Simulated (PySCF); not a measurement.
```xyz
11

O    -4.6045    0.1999   -0.1251
C    -3.6766   -0.5578   -0.0091
C    -2.3033   -0.1953   -0.0071
C    -1.1286    0.1160   -0.0059
C     0.1795    0.4553   -0.0029
C     1.3549    0.7634   -0.0021
Si    3.1226    1.2954   -0.0075
F     4.0091   -0.0332    0.1728
H    -3.8224   -1.6517    0.1123
H     3.4761    1.8360   -1.3096
H     3.3987    2.1185    1.1582
```

Geometry: GFN2-xTB.

Level of theory: CAM-B3LYP/def2-SVPD, SCF density, gas phase in PySCF.

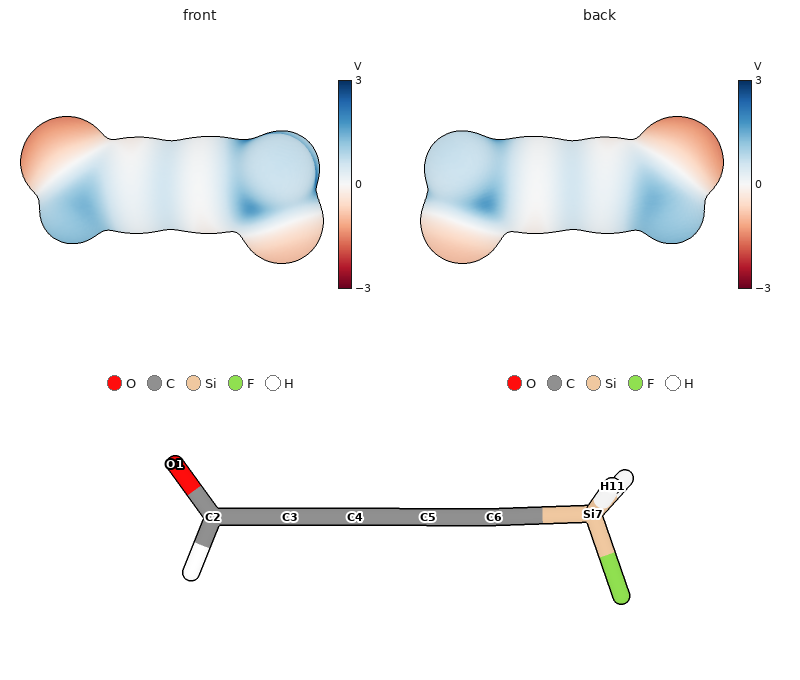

C5H3FOSi. The molecular electrostatic potential painted on the density surface at 0.002 e/bohr³, seen from the front and from behind; red is negative and blue positive. The bare structure is drawn below in the same view.

Q: Which sites attract a positive test charge, and which a negative one?

A: A positive charge is drawn to the negative regions and a negative charge to the positive ones. The most negative region (about −1.4 V, or −32 kcal/mol for a unit charge) lies over O1, the most positive (about +2.2 V, or +51 kcal/mol for a unit charge) over Si7. O1 is the likeliest acceptor of a hydrogen bond.

Q: How polar is the molecule by this calculation?

A: Its dipole moment is 1.96 D.
